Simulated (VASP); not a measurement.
Band structure of NaMgF$_{3}$ (space group Pm-3m). Method: PBEsol GGA, VASP's PBE PAW potentials (set 64) (plane waves; VASP).

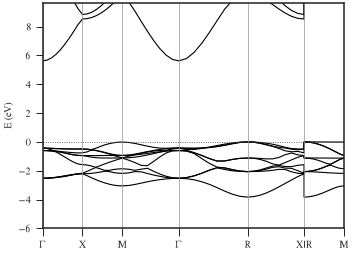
Bands along high-symmetry lines, zero at the valence-band maximum or, without a gap, the Fermi level

Question: Read the plot: is there a gap, and where are the band edges?

Answer: The gap is indirect, 5.62 eV, from the valence maximum at R-M at 0.11 to the conduction minimum at Γ.

The structure comes from a computed database's NaMgF3 entry (Pm-3m); how it stands against other phases isn't given here. The cell was not relaxed at this level.
